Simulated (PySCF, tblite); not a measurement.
**C₅H₉NSi: geometry, infrared bands and NMR shifts**

Aim: predict the infrared bands and NMR shifts of C₅H₉NSi (`C=C1CN([SiH3])C1=C`).

The runs use tblite 0.8.0 and PySCF 2.14.0, with density-fitted response routines of our own; the level of theory stands in each step. All values are computed, except where a source is named. Atoms are numbered from 0 throughout.

## Step 1: Starting geometry

16 atoms, charge 0, multiplicity 1; geometry from: force field or distance geometry start.

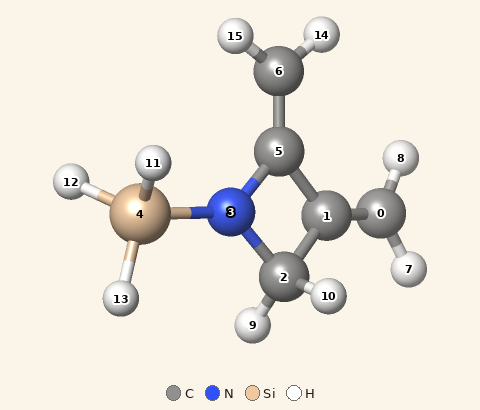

As it starts; carbon grey, nitrogen blue, silicon light orange, hydrogen white, atoms numbered.

## Step 2: Geometry optimisation with GFN2-xTB

The job: settings as JSON, then the geometry in Å.

```
{"job": {"kind": "relax", "xc": "GFN2-xTB", "basis": "xTB"}, "charge": 0, "multiplicity": 1}
C     -2.310700    -1.295900    -0.144600
C     -1.146300    -0.697700    -0.282900
C      0.053300    -0.762500    -1.170700
N      0.738700     0.142000    -0.242100
Si     2.446700     0.673400    -0.130900
C     -0.477900     0.353600     0.504400
C     -0.805100     1.186800     1.482900
H     -2.612600    -2.069800    -0.853600
H     -3.016100    -1.055900     0.635400
H      0.532800    -1.734900    -1.280400
H     -0.231700    -0.245200    -2.124700
H      2.464500     2.124200    -0.189500
H      3.041400     0.236400     1.153400
H      3.224500     0.046400    -1.217800
H     -1.810300     1.205300     1.930400
H     -0.098600     1.902600     1.919400
```

Run with:

```bash
> OMP_NUM_THREADS=1 python probes_run.py task.json out
```

This one command runs all jobs of the session in turn.

What it wrote:

```text
step      E/eV     max force
  0    -541.42837    1.552
  1    -541.52741    1.157
  2    -541.58384    0.649
  3    -541.61357    0.444
  4    -541.63468    0.349
  5    -541.64717    0.329
  6    -541.65835    0.340
  7    -541.66653    0.262
  8    -541.67419    0.184
  9    -541.68082    0.196
 10    -541.68554    0.163
 11    -541.69012    0.183
 12    -541.69360    0.150
 13    -541.69598    0.114
 14    -541.69758    0.098
 15    -541.69927    0.105
 16    -541.70123    0.115
 17    -541.70289    0.100
 18    -541.70402    0.079
 19    -541.70495    0.074
 20    -541.70606    0.078
 21    -541.70746    0.089
 22    -541.70898    0.095
 23    -541.71036    0.110
 24    -541.71150    0.085
 25    -541.71245    0.083
 26    -541.71327    0.066
 27    -541.71397    0.084
 28    -541.71463    0.078
 29    -541.71524    0.064
 30    -541.71579    0.067
 31    -541.71627    0.069
 32    -541.71679    0.059
 33    -541.71736    0.060
 34    -541.71790    0.057
 35    -541.71833    0.056
 36    -541.71869    0.063
 37    -541.71903    0.051
 38    -541.71932    0.042
 39    -541.71953    0.035
 40    -541.71969    0.045
 41    -541.71988    0.046
 42    -541.72012    0.047
 43    -541.72043    0.051
 44    -541.72080    0.048
 45    -541.72124    0.059
 46    -541.72183    0.064
 47    -541.72261    0.077
 48    -541.72344    0.082
 49    -541.72405    0.058
 50    -541.72438    0.046
 51    -541.72462    0.036
 52    -541.72488    0.041
 53    -541.72515    0.041
 54    -541.72539    0.034
 55    -541.72559    0.037
 56    -541.72576    0.040
 57    -541.72594    0.035
 58    -541.72615    0.041
 59    -541.72645    0.050
 60    -541.72689    0.066
 61    -541.72738    0.062
 62    -541.72775    0.040
 63    -541.72795    0.031
 64    -541.72805    0.032
 65    -541.72814    0.027
 66    -541.72820    0.015
 67    -541.72823    0.013
 68    -541.72825    0.012
 69    -541.72828    0.016
 70    -541.72832    0.019
 71    -541.72838    0.019
 72    -541.72843    0.020
 73    -541.72847    0.019
 74    -541.72850    0.017
 75    -541.72856    0.017
 76    -541.72862    0.019
 77    -541.72866    0.018
 78    -541.72868    0.013
 79    -541.72869    0.007
```

It took 0.8 s on 1 thread of Arm Neoverse N1, shared host; peak memory 0.18 GiB.

Along the way: (not every step is listed)

| step | energy from step 0 (eV) | largest force (eV/Å) |
| --- | --- | --- |
| 0 | 0.0000 | 1.5524 |
| 1 | -0.0990 | 1.1570 |
| 2 | -0.1555 | 0.6490 |
| 3 | -0.1852 | 0.4442 |
| 4 | -0.2063 | 0.3489 |
| 5 | -0.2188 | 0.3288 |
| 6 | -0.2300 | 0.3399 |
| 7 | -0.2382 | 0.2616 |
| 8 | -0.2458 | 0.1838 |
| 14 | -0.2692 | 0.0980 |
| 20 | -0.2777 | 0.0784 |
| 26 | -0.2849 | 0.0659 |
| 32 | -0.2884 | 0.0585 |
| 38 | -0.2910 | 0.0417 |
| 44 | -0.2924 | 0.0476 |
| 50 | -0.2960 | 0.0457 |
| 56 | -0.2974 | 0.0398 |
| 62 | -0.2994 | 0.0402 |
| 68 | -0.2999 | 0.0121 |
| 74 | -0.3001 | 0.0169 |
| 75 | -0.3002 | 0.0174 |
| 76 | -0.3003 | 0.0190 |
| 77 | -0.3003 | 0.0179 |
| 78 | -0.3003 | 0.0126 |
| 79 | -0.3003 | 0.0069 |

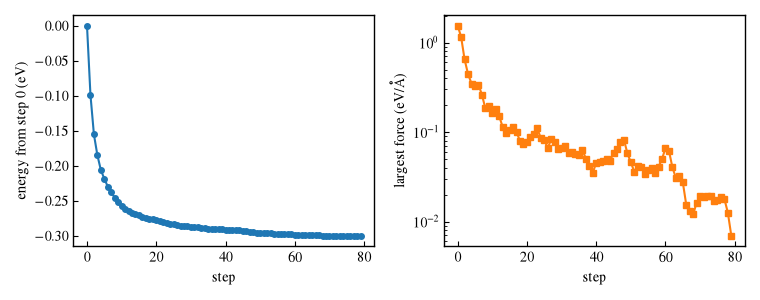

Energy and largest force along the relaxation.

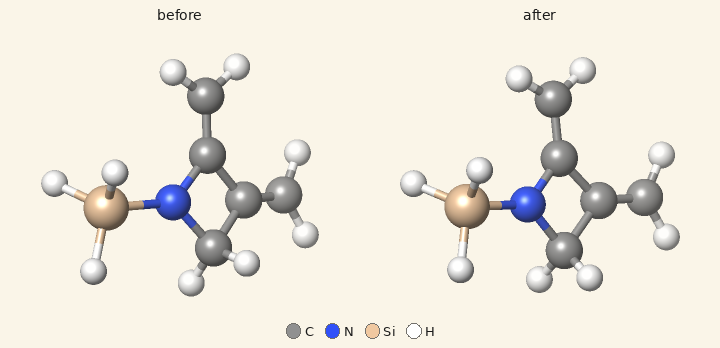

The geometry before (left) and after (right).

Distances of close pairs at the start and the end, largest changes first:

| bond | before (Å) | after (Å) | change (Å) |
| --- | --- | --- | --- |
| N3–Si4 | 1.792 | 1.717 | -0.075 |
| N3–C5 | 1.443 | 1.395 | -0.048 |
| C2–H10 | 1.122 | 1.093 | -0.029 |
| C6–H14 | 1.100 | 1.074 | -0.027 |
| C6–H15 | 1.096 | 1.075 | -0.021 |
| C1–C2 | 1.494 | 1.510 | +0.016 |
| C0–H7 | 1.092 | 1.077 | -0.015 |
| Si4–H13 | 1.476 | 1.462 | -0.014 |

The final coordinates are the input of the step that follows.

## Step 3: Vibrational analysis with GFN2-xTB

The job: settings as JSON, then the geometry in Å.

```
{"job": {"kind": "ir", "xc": "GFN2-xTB", "basis": "xTB"}, "charge": 0, "multiplicity": 1}
C     -2.377730    -1.176440    -0.272438
C     -1.157041    -0.675034    -0.260344
C      0.096445    -0.880559    -1.075935
N      0.738739     0.126079    -0.228102
Si     2.325423     0.777233    -0.151946
C     -0.415223     0.310829     0.532886
C     -0.674487     1.097497     1.571363
H     -2.675097    -1.922188    -0.990572
H     -3.119968    -0.856371     0.438262
H      0.547062    -1.873474    -1.002164
H      0.026517    -0.591855    -2.127714
H      2.253919     2.239389    -0.221278
H      2.994292     0.370256     1.089901
H      2.997682     0.213350    -1.321354
H     -1.646435     1.102994     2.028147
H      0.078304     1.747236     1.979877
```

What it wrote:

```text
mode    cm-1     km/mol
  1     -24.5      2.71
  2      70.7      0.12
  3     156.9      0.86
  4     162.2      3.92
  5     241.8      0.38
  6     284.6      0.01
  7     419.1      2.97
  8     498.4      6.68
  9     535.2      1.80
 10     558.1     74.37
 11     591.5     61.28
 12     661.1      0.23
 13     732.3      5.13
 14     753.9     38.63
 15     760.5    181.62
 16     793.3    224.29
 17     803.2     50.17
 18     819.8    381.57
 19     834.4      7.75
 20     882.7     26.33
 21     928.2      0.34
 22     978.0      0.71
 23    1024.0     45.71
 24    1078.1      2.45
 25    1150.7     29.99
 26    1177.5     64.78
 27    1219.5      9.41
 28    1322.4    247.70
 29    1383.2     23.65
 30    1406.9      3.39
 31    1461.6      1.91
 32    1725.0    133.25
 33    1771.5     52.80
 34    2211.1    402.14
 35    2241.1    231.30
 36    2271.9    280.26
 37    2928.7     41.72
 38    2954.9     46.72
 39    3100.8     16.46
 40    3120.5     13.52
 41    3129.4     25.41
 42    3156.0     32.27
```

Run time: 0.81 s. Hardware: 1 thread of Arm Neoverse N1, shared host; peak memory 0.18 GiB.

Which atoms move in the most intense modes:

| cm⁻¹ | km/mol | atoms |
| --- | --- | --- |
| 760 | 181.6 | H13 55 %, H11 19 %, H12 11 % |
| 793 | 224.3 | H12 39 %, H11 26 %, H13 24 % |
| 820 | 381.6 | H11 37 %, H12 37 %, H13 10 % |
| 1322 | 247.7 | N3 49 %, C5 27 % |
| 1725 | 133.2 | C5 54 %, C6 30 % |
| 2211 | 402.1 | H12 83 %, H11 13 % |
| 2241 | 231.3 | H11 84 %, H12 13 % |
| 2272 | 280.3 | H13 97 % |

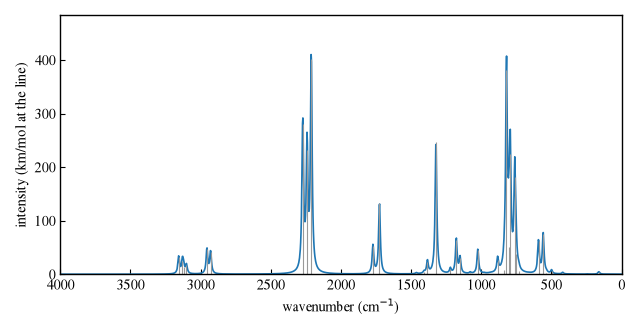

The infrared spectrum from these modes, unscaled. Lines are broadened to a width of 14 cm⁻¹ (Lorentzian).

## Step 4: Nuclear shieldings: PBE0/pcSseg-1

Settings changed since step 3:

```diff
@@ -1,2 +1,2 @@
-{"job": {"kind": "ir", "xc": "GFN2-xTB", "basis": "xTB"}, "charge": 0, "multiplicity": 1}
+{"job": {"kind": "nmr", "xc": "PBE0", "basis": "pcSseg-1"}, "charge": 0, "multiplicity": 1}
 C     -2.377730    -1.176440    -0.272438
```

Level: GIAO PBE0/pcSseg-1 NMR shielding, non-relativistic, gas phase.

What it wrote:

```text
coarse grid: 13696 points
cycle   1  E = -539.5781484752  dE =  1.014e+00  |g| = 3.999e-01  |ddm| = 3.827e+00
cycle   2  E = -539.5732597054  dE =  4.889e-03  |g| = 4.278e-01  |ddm| = 7.836e-01
cycle   3  E = -539.6190136108  dE = -4.575e-02  |g| = 7.391e-02  |ddm| = 4.288e-01
cycle   4  E = -539.6201100099  dE = -1.096e-03  |g| = 4.005e-02  |ddm| = 1.057e-01
cycle   5  E = -539.6204851424  dE = -3.751e-04  |g| = 1.108e-02  |ddm| = 4.111e-02
cycle   6  E = -539.6205093774  dE = -2.424e-05  |g| = 2.916e-03  |ddm| = 1.061e-02
cycle   7  E = -539.6205113481  dE = -1.971e-06  |g| = 3.728e-04  |ddm| = 2.892e-03
final grid: 127312 points
cycle   8  E = -539.6607964126  dE = -2.734e-05  |g| = 6.802e-03  |ddm| = 3.995e-02
cycle   9  E = -539.6607916759  dE =  4.737e-06  |g| = 8.140e-03  |ddm| = 1.562e-02
cycle  10  E = -539.6608078998  dE = -1.622e-05  |g| = 1.989e-03  |ddm| = 9.281e-03
cycle  11  E = -539.6608088399  dE = -9.401e-07  |g| = 1.710e-04  |ddm| = 1.687e-03
cycle  12  E = -539.6608088470  dE = -7.134e-09  |g| = 4.485e-05  |ddm| = 2.099e-04
cycle  13  E = -539.6608088474  dE = -4.236e-10  |g| = 1.572e-05  |ddm| = 6.350e-05
converged SCF energy = -539.6608088474

GIAO shielding tensors (ppm)
atom      isotropic    diamagn.    paramagn.     s11        s22        s33       span
  0 C       77.729     254.734    -177.006    -24.832     84.866    173.153    197.984
  1 C       35.685     265.063    -229.378    -69.418     40.924    135.548    204.967
  2 C      128.746     245.682    -116.936    108.393    118.365    159.478     51.085
  3 N      194.097     329.335    -135.238    129.432    195.046    257.812    128.380
  4 Si     416.716     881.469    -464.753    380.104    398.229    471.814     91.710
  5 C       26.475     250.920    -224.445    -79.312     52.239    106.497    185.809
  6 C      108.641     256.434    -147.793     26.911    126.403    172.608    145.697
  7 H       26.603      29.694      -3.091     23.958     25.522     30.327      6.369
  8 H       26.105      30.839      -4.735     23.662     24.855     29.797      6.135
  9 H       27.502      30.093      -2.591     23.978     26.743     31.784      7.806
 10 H       27.509      30.065      -2.556     24.014     26.678     31.834      7.820
 11 H       26.932      29.756      -2.823     23.609     25.142     32.046      8.436
 12 H       26.978      29.600      -2.621     23.505     25.115     32.315      8.810
 13 H       27.333      29.598      -2.265     23.996     26.334     31.670      7.674
 14 H       27.357      31.259      -3.903     25.251     26.124     30.695      5.443
 15 H       27.722      31.654      -3.932     25.373     25.614     32.180      6.807
```

Run time: 42 s. Hardware: 1 thread of Arm Neoverse N1, shared host; peak memory 0.77 GiB.

The references, computed at this level on geometries of the same kind, shield at (ppm): 1H TMS 31.72, 13C TMS 186.9, 29Si TMS 349.2, 15N NH3 267.7. Their shielding less the atom's gives the shift. The references are single molecules in the gas phase, so shifts against H2O, NH3, PH3, H3PO4 or CFCl3 are not on the usual liquid scales and can be off by tens of ppm. Atoms listed in one row are averaged.

| atoms | environment | σ (ppm) | δ (ppm) | δ scaled to CDCl3 |
| --- | --- | --- | --- | --- |
| C5 | alkene carbon bearing nitrogen | 26.5 | 160.5 | 154.7 |
| C1 | fully substituted alkene carbon | 35.7 | 151.2 | 145.7 |
| C0 | terminal =CH2 carbon | 77.7 | 109.2 | 104.7 |
| C6 | β carbon of an enol-ether or enamine type C=C | 108.6 | 78.3 | 74.5 |
| C2 | allylic sp3 CH2 bonded to N | 128.7 | 58.2 | 54.9 |
| H8 | hydrogen on a terminal =CH2 carbon | 26.10 | 5.61 | 5.40 |
| H7 | hydrogen on a terminal =CH2 carbon | 26.60 | 5.11 | 4.93 |
| H11, H12, H13 | hydrogen on a silicon bonded to N | 27.08 | 4.64 | – |
| H14 | hydrogen on a β carbon of an enol-ether or enamine type C=C | 27.36 | 4.36 | 4.22 |
| H9, H10 | hydrogen on an allylic sp3 CH2 bonded to N | 27.51 | 4.21 | 4.08 |
| H15 | hydrogen on a β carbon of an enol-ether or enamine type C=C | 27.72 | 3.99 | 3.87 |
| N3 | enamine nitrogen | 194.1 | 73.6 | – |
| Si4 | silicon bonded to N, 3 H | 416.7 | -67.6 | – |

The scaled column applies a straight-line fit of computed shieldings to shifts measured in CDCl3 (root-mean-square error 0.16 ppm for H, 1.9 ppm for C).

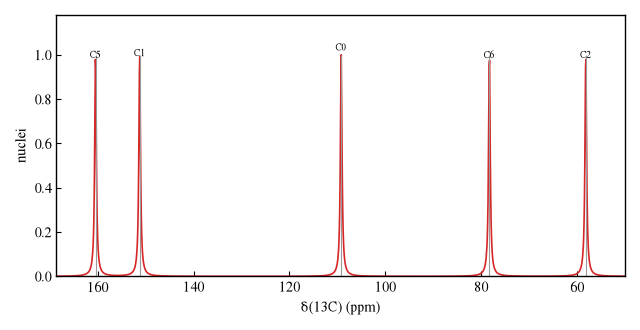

13C lines at the computed shifts, without couplings. Lines are broadened to a width of 0.41 ppm (Lorentzian).

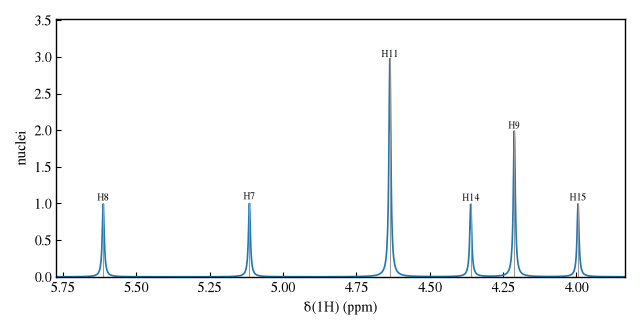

1H lines at the computed shifts, without couplings. Lines are broadened to a width of 0.01 ppm (Lorentzian).

The run also stored atomic charges by several schemes (e):

| atoms | Mulliken | IAO | Hirshfeld | ESP fit |
| --- | --- | --- | --- | --- |
| C0 | -0.04 | -0.33 | -0.10 | -0.61 |
| C1 | -0.55 | 0.01 | 0.00 | 0.22 |
| C2 | 0.21 | -0.15 | -0.02 | -0.17 |
| N3 | -0.83 | -0.48 | -0.16 | -0.21 |
| Si4 | 0.62 | 0.74 | 0.36 | 0.47 |
| C5 | 0.26 | 0.12 | 0.04 | 0.13 |
| C6 | -0.09 | -0.43 | -0.16 | -0.70 |

Mulliken charges:

C0 -0.04; C1 -0.55; C2 0.21; N3 -0.83; Si4 0.62; C5 0.26; C6 -0.09; H7 0.11; H8 0.12; H9 0.13; H10 0.13; H11 -0.10; H12 -0.10; H13 -0.11; H14 0.11; H15 0.11

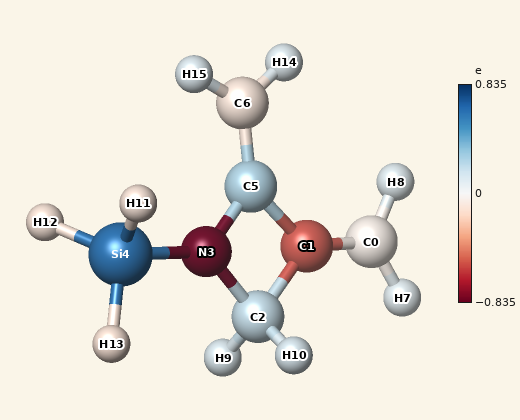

Mulliken charges, as colours on the atoms.

Mayer bond orders: C0–C1 2.02, C1–C2 1.02, C2–N3 0.91, N3–Si4 0.93, N3–C5 0.90, C5–C6 1.91, C5–C1 0.89.

Ring of atoms C1, C2, N3, C5: NICS(0) 1.3, NICS(1) -1.0, NICS(1)zz 0.9 ppm (means of both faces).

## Step 5: Outcome

```
                                                              quantity                                   value
                             strongest single infrared mode (GFN2-xTB)                   2211 cm⁻¹, 402 km/mol
                                          zero-point energy (GFN2-xTB)                           74.8 kcal/mol
                                13C shifts against TMS (PBE0/pcSseg-1)     160.5, 151.2, 109.2, 78.3, 58.2 ppm
1H shifts against TMS (PBE0/pcSseg-1, means over atoms taken as alike)  5.61, 5.11, 4.64, 4.36, 4.21, 3.99 ppm
                                15N shifts against NH3 (PBE0/pcSseg-1)                                73.6 ppm
                               29Si shifts against TMS (PBE0/pcSseg-1)                               -67.6 ppm
```

What this shows: The optimisation took 79 steps and gained 0.300 eV; among the close pairs (by a distance rule), N3–Si4 changed most, from 1.792 to 1.717 Å. The lowest mode is imaginary (24i cm⁻¹), so the xTB geometry is not a minimum. The strongest single mode, at 2211 cm⁻¹, moves mainly H12. GFN2-xTB is a fitted tight-binding method: band positions and strengths are rough. Its intensities can rank the bands wrongly.
